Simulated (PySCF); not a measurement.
B(OMe)(OSiH3)2, SMILES COB(O[SiH3])O[SiH3] at its GFN2-xTB optimised geometry (Å):

```
16

B     -0.3803     0.5377     0.0000
O     -1.0089     1.7489     0.0000
C     -2.4098     1.8980    -0.0047
H     -2.8850     1.2189     0.7081
H     -2.6219     2.9311     0.2722
H     -2.8117     1.6972    -1.0016
O      0.9605     0.5377     0.0000
Si     2.2242     1.5486     0.0088
H      2.1730     2.4389    -1.1526
H      3.3351     0.6016    -0.0616
H      2.2282     2.3295     1.2477
O     -1.0282    -0.6322     0.0046
Si    -2.2254    -1.7012     0.0314
H     -3.3351    -1.2284    -0.8050
H     -2.6607    -1.8258     1.4245
H     -1.6431    -2.9311    -0.4977
```

Computed with PBE0/def2-TZVP (PySCF). Cells within 0.4 Å of a nucleus heavier than hydrogen are left out (blank, or x).

Map of the electron localisation function on the plane z = 0.0 Å:

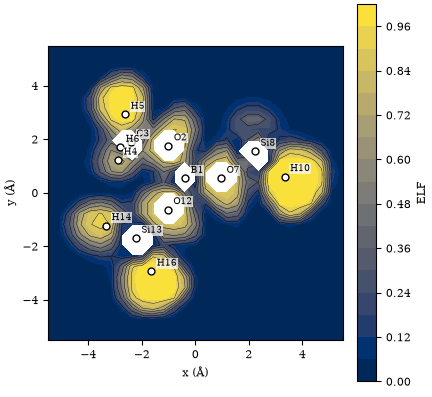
Electron localisation function on the plane z = 0.0 Å.
